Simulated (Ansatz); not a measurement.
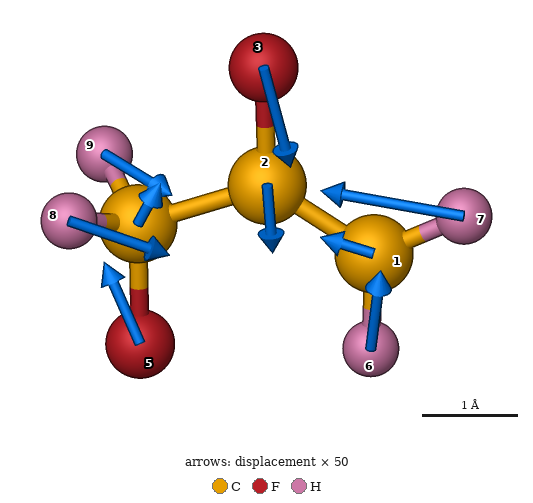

A relaxation of C₃H₄F₂. The starting structure is drawn; blue arrows show the displacements, 50 times their true length. The two geometries are superimposed by the best rigid fit.

The picture is a ball-and-stick view, seen at a tilt.

The start comes from PBE-D4/def2-SVP.

The calculation used Ansatz, RKS PBE0-D4/def2-TZVP.

Input file:
```yaml
crystal:
  periodic: [false, false, false]
  atoms:
    - {symbol: C, position_ang: [0.819505, -0.435315, -1.087206]}
    - {symbol: C, position_ang: [0.495350, -0.134551, 0.174346]}
    - {symbol: F, position_ang: [1.370564, -0.257414, 1.196617]}
    - {symbol: C, position_ang: [-0.831224, 0.370994, 0.669881]}
    - {symbol: F, position_ang: [-1.734567, 0.493209, -0.361803]}
    - {symbol: H, position_ang: [0.064090, -0.313717, -1.873505]}
    - {symbol: H, position_ang: [1.824495, -0.799061, -1.340937]}
    - {symbol: H, position_ang: [-1.230168, -0.330533, 1.439975]}
    - {symbol: H, position_ang: [-0.689445, 1.360189, 1.165531]}
basis:
  gaussian: {orbitals: def2-TZVP}
hamiltonian: {xc: pbe0, dispersion: d4}
relax: {f_tol: 0.005, max_steps: 150}
```

**Describe the change and its energy.**

The largest move after the best rigid fit is that of H7, 0.031 Å. By element the largest moves are H 0.031 Å, F 0.025 Å, C 0.016 Å. Among the contacts that change: C1–C2 1.337 → 1.316 Å, C4–H8 1.116 → 1.096 Å, C1–H6 1.097 → 1.080 Å, C2–C4 1.504 → 1.490 Å. After 6 geometry steps the energy has fallen by 4.55 kJ/mol. The largest force component goes from 0.87 to 0.0018 eV/Å. The run took about 50 core-seconds on a shared host.
